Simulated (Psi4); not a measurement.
# AlSiNH6O (SMILES O[SiH2][NH][AlH2]) at r2SCAN/6-31G(d) (spherical functions)

What is the energy change on altering one bond length of AlSiNH6O at r2SCAN/6-31G* (spherical functions)? 

Program for the calculation: Psi4 1.11.

1 further run of the same task is left out (set aside as unsound or not needed).

### 1 The structure to begin with

AlSiNH6O has 10 atoms, charge 0, and is taken as a singlet. As SMILES, `O[SiH2][NH][AlH2]`. The coordinates come from a PBE0-D4/def2-TZVP relaxation. This is one conformer, not always the lowest.

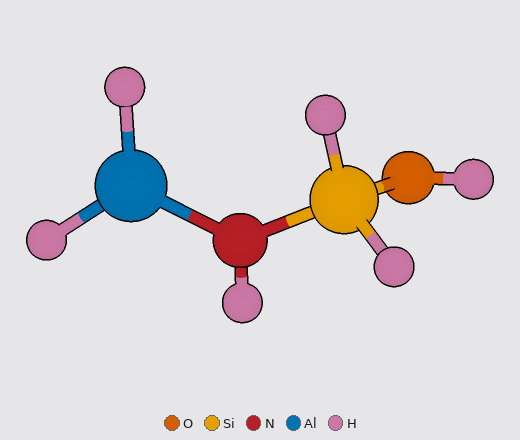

The structure, seen from a chosen angle (oxygen orange, silicon amber, nitrogen red, aluminium blue, hydrogen pink).

### 2 Energy and gradient at r2SCAN/6-31G(d) (spherical functions)

Input file input.inp:

```
memory 2.2 GB

molecule {
  O     -1.817400    -0.693800    -1.056500
  Si    -0.576600     0.373900    -0.851600
  N      0.693300    -0.382300     0.009600
  Al     1.233300    -0.094800     1.686300
  H     -2.399800    -0.547900    -1.803100
  H     -1.000200     1.543800    -0.039500
  H     -0.142800     0.831300    -2.203200
  H      1.159400    -1.127800    -0.493000
  H      0.508400     1.030600     2.525200
  H      2.425400    -0.984200     2.228700
  symmetry c1
}

set {
  puream               true
  e_convergence        1e-09
  d_convergence        1e-08
  scf_type             pk
  dft_radial_points    99
  dft_spherical_points 590
}

e, wfn = gradient('r2scan/6-31G*', return_wfn=True)
oeprop(wfn, 'WIBERG_LOWDIN_INDICES', 'QUADRUPOLE', 'MULLIKEN_CHARGES', title='R2SCAN')
print_variables()
```

On the command line:

```bash
$ psi4 input.inp input.out -n 1
```

input.out, shortened:

```text
[...]
  Running in c1 symmetry.
[...]
  Nuclear repulsion =  207.762866418243391
[...]
  Multiplicity = 1
[...]
  Nalpha       = 24
  Nbeta        = 24
[...]
    Number of basis functions: 76
[...]
   @RKS iter   1:  -664.94293053967624   -1.87863e-01   1.37443e-02 ADIIS/DIIS
[...]
   @RKS iter  12:  -665.41740022371073   -3.41061e-13   2.26578e-09 DIIS
[...]
    Orbital Energies [Eh]
    ---------------------
    Doubly Occupied:
       1A    -65.843816     2A    -55.751864     3A    -18.961103
       4A    -14.148712     5A     -5.218488     6A     -4.060926
       7A     -3.561047     8A     -3.560073     9A     -3.559165
      10A     -2.603622    11A     -2.595758    12A     -2.594794
      13A     -0.961834    14A     -0.793939    15A     -0.519733
      16A     -0.449376    17A     -0.419745    18A     -0.377488
      19A     -0.334811    20A     -0.316992    21A     -0.296151
      22A     -0.274227    23A     -0.266986    24A     -0.248392
[...]
  @RKS Final Energy:  -665.41740022371073
   => Energetics <=
    Nuclear Repulsion Energy =            207.7628664182433909
    One-Electron Energy =               -1334.1649190937887397
    Two-Electron Energy =                 518.3157196617522686
    DFT Exchange-Correlation Energy =     -57.3310672099177552
    Empirical Dispersion Energy =           0.0000000000000000
    VV10 Nonlocal Energy =                  0.0000000000000000
    Total Energy =                       -665.4174002237107288
[...]
  -Total Gradient:
     Atom            X                  Y                   Z
    ------   -----------------  -----------------  -----------------
       1        0.002220151369     0.008531450475    -0.005254050682
       2        0.001814087456    -0.007838144278     0.002271175467
       3       -0.002163749910     0.000437528518    -0.000378557010
       4       -0.000959993432    -0.001094168972    -0.004636451663
       5        0.004662687454    -0.001497495107     0.006274086668
       6       -0.001112633463    -0.001144076173    -0.000615136987
       7       -0.001210497853    -0.001014743819     0.001313965589
       8       -0.002465203811     0.003931108868     0.002501602311
       9        0.000750300472    -0.001242998157    -0.000919011361
      10       -0.001473649188     0.001175299055    -0.000477448906
[...]
 Multipole Moments:
 ------------------------------------------------------------------------------------
     Multipole            Electronic (a.u.)      Nuclear  (a.u.)        Total (a.u.)
 ------------------------------------------------------------------------------------
 L = 1.  Multiply by 2.5417464519 to convert [e a0] to [Debye]
 Dipole X            :          0.5534510           -0.5649356           -0.0114847
 Dipole Y            :         -1.2843654            1.1974702           -0.0868952
 Dipole Z            :          1.0243163           -1.6518771           -0.6275607
 Magnitude           :                                                    0.6336522
 L = 2.  Multiply by 1.3450342976 to convert [e a0^2] to [Debye ang]
 Quadrupole XX       :       -272.3217286          244.4546818          -27.8670468
 Quadrupole XY       :         -0.3165447            0.3070927           -0.0094520
[...]
  Mulliken Charges: (a.u.)
   Center  Symbol    Alpha    Beta     Spin     Total
       1     O     4.37078  4.37078  0.00000 -0.74157
       2    SI     6.59380  6.59380  0.00000  0.81239
       3     N     3.95210  3.95210  0.00000 -0.90420
       4    AL     6.25369  6.25369  0.00000  0.49261
       5     H     0.28047  0.28047  0.00000  0.43907
       6     H     0.56071  0.56071  0.00000 -0.12143
       7     H     0.56372  0.56372  0.00000 -0.12744
       8     H     0.31594  0.31594  0.00000  0.36813
       9     H     0.55102  0.55102  0.00000 -0.10204
      10     H     0.55776  0.55776  0.00000 -0.11552
[...]
```

Run time: 30 s. Hardware: 1 thread of Intel Xeon 6975P-C (Granite Rapids), shared host; peak memory 1.6 GiB.

### 3 The distorted shape

Input file run_ase.py:

```python
import numpy as np
from ase.calculators.psi4 import Psi4
from ase import Atoms

mol = Atoms(['O', 'Si', 'N', 'Al', 'H', 'H', 'H', 'H', 'H', 'H'], positions=[
    [-1.957252, -0.470114, -0.905696],
    [-0.716452, 0.597586, -0.700796],
    [0.553448, -0.158614, 0.160404],
    [1.093448, 0.128886, 1.837104],
    [-2.539652, -0.324214, -1.652296],
    [-1.140052, 1.767486, 0.111304],
    [-0.282652, 1.054986, -2.052396],
    [1.159400, -1.127800, -0.493000],
    [0.368548, 1.254286, 2.676004],
    [2.285548, -0.760514, 2.379504],
])
calc = Psi4(atoms=mol, method='r2scan', basis='6-31G*', memory='2200MB', num_threads=1, charge=0, multiplicity=1, label='calc')
calc.psi4.set_options({'puream': True, 'e_convergence': 1e-09, 'd_convergence': 1e-08, 'scf_type': 'pk', 'dft_radial_points': 99, 'dft_spherical_points': 590})
mol.calc = calc

forces = mol.get_forces()
print(f'energy: {mol.get_potential_energy():.6f} eV')
print('forces / eV A^-1')
print(np.round(forces, 5))
```

On the command line:

```bash
$ python run_ase.py
```

calc.dat, shortened:

```text
[...]
  Running in c1 symmetry.
[...]
  Nuclear repulsion =  206.269179617026509
[...]
  Multiplicity = 1
[...]
  Nalpha       = 24
  Nbeta        = 24
[...]
    Number of basis functions: 76
[...]
   @RKS iter   1:  -664.87000249587072   -2.28300e-01   1.38767e-02 DIIS/ADIIS
[...]
   @RKS iter  12:  -665.37803914439132   -2.61480e-12   3.99822e-09 DIIS
[...]
  @RKS Final Energy:  -665.37803914439132
   => Energetics <=
    Nuclear Repulsion Energy =            206.2691796170265093
    One-Electron Energy =               -1331.2924507756829371
    Two-Electron Energy =                 516.8727403143955144
    DFT Exchange-Correlation Energy =     -57.2275083001304097
    Empirical Dispersion Energy =           0.0000000000000000
    VV10 Nonlocal Energy =                  0.0000000000000000
    Total Energy =                       -665.3780391443913231
[...]
 Multipole Moments:
 ------------------------------------------------------------------------------------
     Multipole            Electronic (a.u.)      Nuclear  (a.u.)        Total (a.u.)
 ------------------------------------------------------------------------------------
 L = 1.  Multiply by 2.5417464519 to convert [e a0] to [Debye]
 Dipole X            :          0.4288558           -0.4411407           -0.0122849
 Dipole Y            :         -1.0950453            0.9994667           -0.0955786
 Dipole Z            :          1.1379478           -1.7853665           -0.6474187
 Magnitude           :                                                    0.6545511
[...]
  -Total Gradient:
     Atom            X                  Y                   Z
    ------   -----------------  -----------------  -----------------
       1        0.002700031069     0.007854643371    -0.005295526708
       2       -0.000300958250    -0.002373994233     0.007627223512
       3       -0.048754563979     0.072506746801     0.047503147937
       4       -0.004032209233     0.002811373908    -0.003103449617
       5        0.004710278469    -0.001490446093     0.006292967392
       6       -0.001771104729    -0.000918594580    -0.001814959894
       7       -0.000655071593    -0.001598225033     0.001177920376
       8        0.048363739322    -0.075805768619    -0.050686934425
       9        0.001194780413    -0.001488381072    -0.000493443661
      10       -0.001434232300     0.000837111168    -0.001070370647
[...]
```

Standard output:

```text
energy: -18105.858675 eV
forces / eV A^-1
[[-0.13884 -0.4039   0.27231]
 [ 0.01548  0.12208 -0.39221]
 [ 2.50706 -3.72845 -2.44271]
 [ 0.20734 -0.14457  0.15959]
 [-0.24221  0.07664 -0.3236 ]
 [ 0.09107  0.04724  0.09333]
 [ 0.03369  0.08218 -0.06057]
 [-2.48696  3.89809  2.60643]
 [-0.06144  0.07654  0.02537]
 [ 0.07375 -0.04305  0.05504]]
```

Wall time 30 s (1 thread of Intel Xeon 6975P-C (Granite Rapids), shared host); peak memory 1.6 GiB.

### 4 What came out

Level: r2SCAN/6-31G* (spherical functions).

| quantity | value |
| --- | --- |
| first shape: total energy | -665.41740 Eh |
| first shape: dipole moment | 1.61 D |
| first shape: HOMO energy | -6.76 eV |
| first shape: LUMO energy | -1.16 eV |
| first shape: HOMO–LUMO gap | 5.60 eV |
| first shape: largest force on an atom | 0.528 eV/Å |
| distorted shape: total energy | -665.37804 Eh |
| distorted shape: dipole moment | 1.66 D |
| distorted shape: HOMO energy | -6.68 eV |
| distorted shape: LUMO energy | -1.14 eV |
| distorted shape: HOMO–LUMO gap | 5.54 eV |
| distorted shape: largest force on an atom | 5.308 eV/Å |
| energy change with the N3–H8 bond stretched from 1.013 to 1.317 Å | 1.071 eV |

What this shows: With the N3–H8 bond stretched from 1.013 to 1.317 Å the energy rises by 1.07 eV (25 kcal/mol). The first shape isn't relaxed at this level, so the change isn't measured from a minimum. The largest force (first shape) is 0.53 eV/Å: the shape isn't a stationary point for this species at this level. Mulliken charges (first shape) run from -0.90 on N3 to +0.81 on Si2; they depend strongly on the basis.
